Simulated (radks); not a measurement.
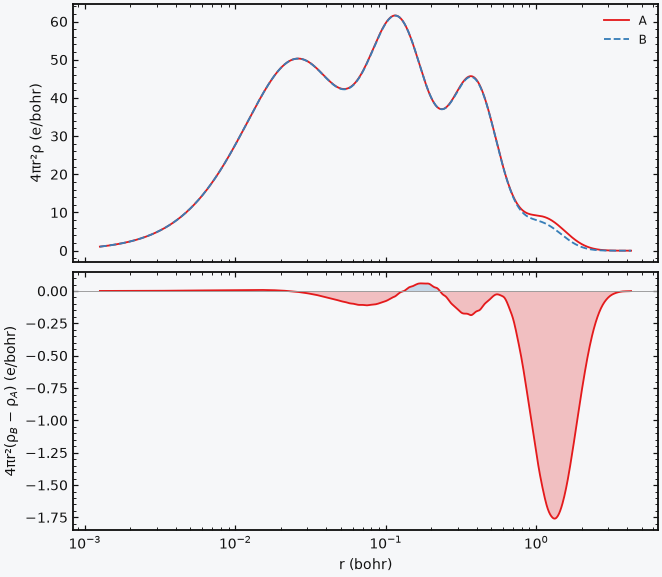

Two charge states of zirconium were computed: Zr⁴⁺ in [Kr]; Zr⁶⁺ in [Ar] 3d10 4s2 4p4. Theory: scalar-relativistic Kohn-Sham, LDA (Slater exchange, VWN5 correlation), spin-unpolarised, spherical densities, finite nucleus (computed with the in-house radial solver radks).

The plot shows both radial densities and the radial density of run B less that of run A; on the logarithmic r axis, areas aren't charges.

> Assign A and B and describe the change of the density.

A is Zr⁴⁺ in [Kr]; B is Zr⁶⁺ in [Ar] 3d10 4s2 4p4. B holds hardly more charge than A anywhere and 2.0 electrons fewer where it is negative (most at r = 1.3 bohr), a net change of −2. The energy of B less that of A is 179.0 eV.
